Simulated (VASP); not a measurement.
Band structure of BaO (rock salt). Method: optB88-vdW, VASP's PBE PAW potentials (set 64) (plane waves; VASP 6.6.1).

Unless said otherwise, spin-orbit coupling is left out, though it shifts the bands of the heavy elements here.

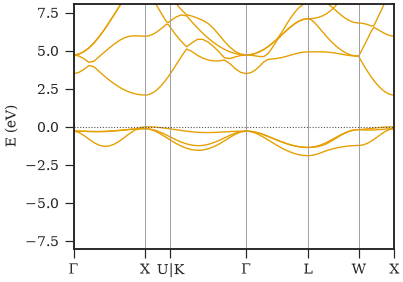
Bands along high-symmetry lines, zero at the valence-band maximum or, without a gap, the Fermi level

Question: Read the plot: is there a gap, and where are the band edges?

Answer: The gap is direct, 2.09 eV, from the valence maximum at X to the conduction minimum at X. (Edges off the drawn lines would not show.)

Measured: gap 4.40 eV (computed value off by -2.31 eV), as given by Abedi et al., (2022), arXiv:2211.14644.

The compound is BaO in the rock salt structure. It was relaxed first.
